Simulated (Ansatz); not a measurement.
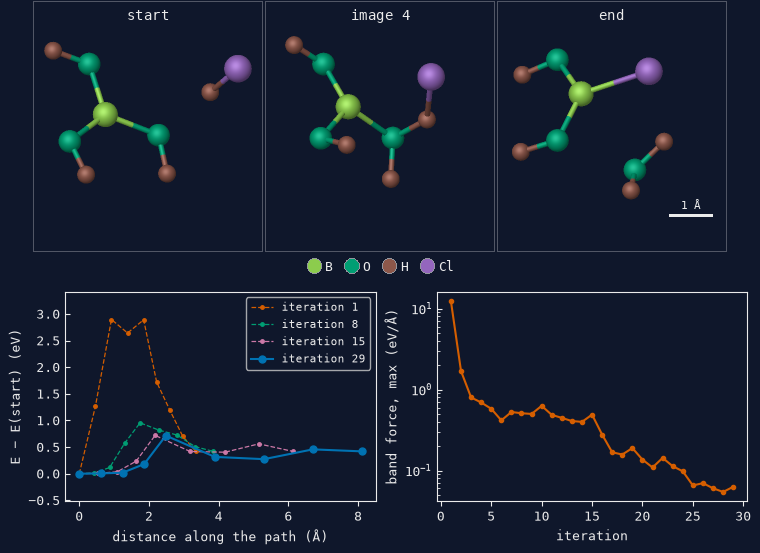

A nudged-elastic-band calculation for BH4O3Cl. Images are numbered from 0 (start) to 8 (end). The plot follows the band through its iterations. Style: ball-and-stick. Shown at a tilt.

Theory: RKS PBE/def2-SVP in Ansatz 0.2.0. Settings: 7 movable images; climbing image; force threshold 0.05 eV/Å; iteration limit 29; starting path through a guess of the saddle point.

Judge this run.

The result isn't final. The band hadn't converged when the run stopped after 29 iterations. The largest component of the band force went from 12 to 0.063 eV/Å. The barrier read from it is provisional, though the highest image hardly moved in the last two iterations. The first iteration put the highest image at 2.90 eV. Relative to the start the highest point is image 4 at +0.72 eV and the end lies at +0.42 eV, but the profile dips to +0.27 eV at image 6 on the way, so there may be more than one step; on an unconverged band the side maxima are provisional.
